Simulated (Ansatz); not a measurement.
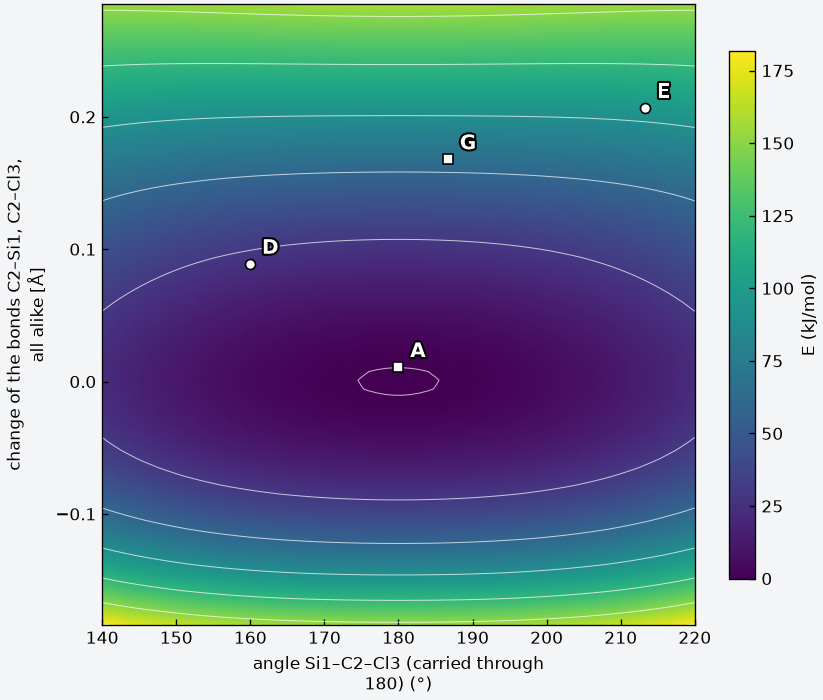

CClSi, SMILES [Si+]#CCl, charge +1. Coordinates scanned: (1) angle Si1–C2–Cl3 (carried through 180); (2) change of the bonds C2–Si1, C2–Cl3, all alike. Nothing is relaxed (all other coordinates rigid). The scan uses a 13 × 13 grid; 112 points were computed and 57 follow by symmetry. Points are written as (first, second). Energies are in kJ/mol, from the lowest grid point. All numbers below come from Ansatz 0.2.0, RKS PBE0-D4/def2-TZVP.

The picture shows a smooth colour map with a few white contour lines, lettered points. Between grid points the surface is interpolated.

What kind of point is each of A, D, E, G: minimum, saddle, maximum or slope?

A: minimum; D: on a slope; E: on a slope; G: on a slope. (In these two coordinates alone; a stationary point may lie a little off the grid point.)

Rank the lettered points by energy, lowest first.

A (0 kJ/mol), D (26 kJ/mol), G (67 kJ/mol), E (97 kJ/mol).
